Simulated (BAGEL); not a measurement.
# HF/STO-3G (density fitting with qzvpp-jkfit) run of CH6AlN (SMILES C[NH][AlH2])

Aim: the vertical ionisation energy of CH6AlN at HF/STO-3G (density fitting with qzvpp-jkfit), from 2 runs. 

The results are computed with BAGEL 1.2.2.

2 further runs of the same task are left out: 2 set aside as unsound or not needed. Runs told in other sessions of the task aren't counted.

## Step 1: The molecule

The species is CH6AlN (9 atoms), meant as a singlet with charge 0. SMILES: `C[NH][AlH2]`. The coordinates come from a PBE0-D4/def2-TZVP relaxation.

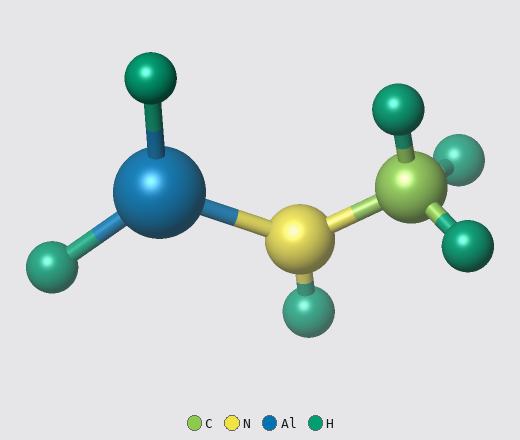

The structure, seen from a chosen angle (carbon green, nitrogen yellow, aluminium blue, hydrogen teal).

## Step 2: A single-point energy at HF/STO-3G (density fitting with qzvpp-jkfit)

Contents of calc.json:

```json
{ "bagel": [

{
  "title": "molecule",
  "basis": "sto-3g",
  "df_basis": "qzvpp-jkfit",
  "angstrom": true,
  "geometry": [
    { "atom": "C", "xyz": [   -0.384500,    0.934700,   -0.771700 ] },
    { "atom": "N", "xyz": [    0.340000,   -0.253200,   -0.374200 ] },
    { "atom": "Al", "xyz": [    0.335300,   -1.074400,    1.190900 ] },
    { "atom": "H", "xyz": [   -1.074800,    0.743900,   -1.602200 ] },
    { "atom": "H", "xyz": [    0.284400,    1.748600,   -1.076000 ] },
    { "atom": "H", "xyz": [   -0.981000,    1.302600,    0.066800 ] },
    { "atom": "H", "xyz": [    0.905500,   -0.619100,   -1.126300 ] },
    { "atom": "H", "xyz": [    1.234400,   -2.369900,    1.339700 ] },
    { "atom": "H", "xyz": [   -0.570900,   -0.459500,    2.335900 ] }
  ]
},
{
  "title": "hf"
},
{
  "title": "print",
  "file": "orbitals.molden",
  "orbitals": true
}

]}
```

Launch:

```console
BAGEL_NUM_THREADS=1 BAGEL calc.json > calc.out
```

The log of the run:

```text
* using 1 threads per process

  ===============================================================
  ===============================================================

  *** Geometry ***

  { "atom" : "C", "xyz" : [     -0.726600,      1.766327,     -1.458302 ] },
  { "atom" : "N", "xyz" : [      0.642507,     -0.478479,     -0.707136 ] },
  { "atom" : "Al", "xyz" : [      0.633625,     -2.030322,      2.250475 ] },
  { "atom" : "H", "xyz" : [     -2.031078,      1.405767,     -3.027719 ] },
  { "atom" : "H", "xyz" : [      0.537438,      3.304375,     -2.033345 ] },
  { "atom" : "H", "xyz" : [     -1.853821,      2.461557,      0.126234 ] },
  { "atom" : "H", "xyz" : [      1.711147,     -1.169929,     -2.128399 ] },
  { "atom" : "H", "xyz" : [      2.332678,     -4.478462,      2.531666 ] },
  { "atom" : "H", "xyz" : [     -1.078845,     -0.868329,      4.414211 ] },

  Number of auxiliary basis functions:      388

  Since a DF basis is specified, we compute 2- and 3-index integrals:
    o Being stored without compression. Storage requirement is 0.002 GB

  Number of basis functions:       25
  Number of electrons      :       32

    * METHOD: MOLECULE                             0.08

  *** RHF ***

  === Nuclear Repulsion ===
   100.7266477967

      * DIIS with orbital gradients will be used.

  === RHF iteration (sto-3g) ===
      0       -333.61480985          0.01462162           0.01
      1       -333.65942887          0.00419172           0.01
      2       -333.66323648          0.00096732           0.01
      3       -333.66351484          0.00007668           0.01
      4       -333.66351667          0.00002210           0.01
      5       -333.66351684          0.00000454           0.01
      6       -333.66351684          0.00000084           0.01
      7       -333.66351685          0.00000023           0.01
      8       -333.66351685          0.00000005           0.01
      9       -333.66351685          0.00000001           0.01
     10       -333.66351685          0.00000000           0.01
    * SCF iteration converged.

    * Permanent dipole moment:
           (   -0.075204,     0.082651,     0.026673) a.u.

    * METHOD: HF                                   0.11

    * METHOD: PRINT                                0.00

  ===============================================================
```

It took 0.34 s on 1 thread of Arm Neoverse V2, shared host.

## Step 3: The doublet cation, same level

Contents of input.json:

```json
{ "bagel": [

{
  "title": "molecule",
  "basis": "sto-3g",
  "df_basis": "qzvpp-jkfit",
  "angstrom": true,
  "geometry": [
    { "atom": "C", "xyz": [      -0.384500,       0.934700,      -0.771700 ] },
    { "atom": "N", "xyz": [       0.340000,      -0.253200,      -0.374200 ] },
    { "atom": "Al", "xyz": [       0.335300,      -1.074400,       1.190900 ] },
    { "atom": "H", "xyz": [      -1.074800,       0.743900,      -1.602200 ] },
    { "atom": "H", "xyz": [       0.284400,       1.748600,      -1.076000 ] },
    { "atom": "H", "xyz": [      -0.981000,       1.302600,       0.066800 ] },
    { "atom": "H", "xyz": [       0.905500,      -0.619100,      -1.126300 ] },
    { "atom": "H", "xyz": [       1.234400,      -2.369900,       1.339700 ] },
    { "atom": "H", "xyz": [      -0.570900,      -0.459500,       2.335900 ] }
  ]
},

{ "title": "uhf", "charge": 1, "nopen": 1 },

{ "title": "print", "file": "orbitals.molden", "orbitals": true }

]}
```

Launch:

```console
BAGEL_NUM_THREADS=1 BAGEL input.json > input.out
```

The log of the run:

```text
* using 1 threads per process

  ===============================================================
  ===============================================================

  *** Geometry ***

  { "atom" : "C", "xyz" : [     -0.726600,      1.766327,     -1.458302 ] },
  { "atom" : "N", "xyz" : [      0.642507,     -0.478479,     -0.707136 ] },
  { "atom" : "Al", "xyz" : [      0.633625,     -2.030322,      2.250475 ] },
  { "atom" : "H", "xyz" : [     -2.031078,      1.405767,     -3.027719 ] },
  { "atom" : "H", "xyz" : [      0.537438,      3.304375,     -2.033345 ] },
  { "atom" : "H", "xyz" : [     -1.853821,      2.461557,      0.126234 ] },
  { "atom" : "H", "xyz" : [      1.711147,     -1.169929,     -2.128399 ] },
  { "atom" : "H", "xyz" : [      2.332678,     -4.478462,      2.531666 ] },
  { "atom" : "H", "xyz" : [     -1.078845,     -0.868329,      4.414211 ] },

  Number of auxiliary basis functions:      388

  Since a DF basis is specified, we compute 2- and 3-index integrals:
    o Being stored without compression. Storage requirement is 0.002 GB

  Number of basis functions:       25
  Number of electrons      :       32

    * METHOD: MOLECULE                             0.08

  *** Open-shell HF ***

  === Nuclear Repulsion ===
   100.7266477967

      * DIIS with orbital gradients will be used.

  === UHF iteration (sto-3g) ===
      0       -333.41420926          0.03090031           0.01
      1       -333.48317235          0.00776883           0.01
      2       -333.48903506          0.00282520           0.01
      3       -333.49018612          0.00101116           0.01
      4       -333.49042555          0.00020269           0.01
      5       -333.49045515          0.00002580           0.01
      6       -333.49045966          0.00000557           0.01
      7       -333.49046096          0.00000265           0.01
      8       -333.49046161          0.00000107           0.01
      9       -333.49046175          0.00000031           0.01
     10       -333.49046175          0.00000017           0.01
     11       -333.49046176          0.00000007           0.01
     12       -333.49046176          0.00000001           0.01
     13       -333.49046176          0.00000000           0.01
    * SCF iteration converged.

    * S^2 (UHF) is 0.7609

    * Permanent dipole moment:
           (   -0.251373,    -0.118558,     0.858854) a.u.

    * METHOD: UHF                                  0.20

    * METHOD: PRINT                                0.00

  ===============================================================
```

Wall time 0.44 s (1 thread of Arm Neoverse V2, shared host).

## Step 4: What came out

Level: HF/STO-3G (density fitting with qzvpp-jkfit).

| quantity | value |
| --- | --- |
| singlet CH6AlN: total energy | -333.66352 Eh |
| singlet CH6AlN: dipole moment | 0.29 D |
| singlet CH6AlN: HOMO energy | -7.14 eV |
| singlet CH6AlN: LUMO energy | 9.72 eV |
| singlet CH6AlN: HOMO–LUMO gap | 16.85 eV |
| doublet cation: total energy | -333.49046 Eh |
| doublet cation: ⟨S²⟩ | 0.761 |
| vertical ionisation energy (to the doublet cation) | 4.709 eV |

What this shows: The vertical ionisation energy comes to 4.71 eV (454 kJ/mol). The negative HOMO energy of the first species, 7.14 eV, lies 2.43 eV above that difference. In a minimal basis such a difference can be off by several eV, whatever the method.
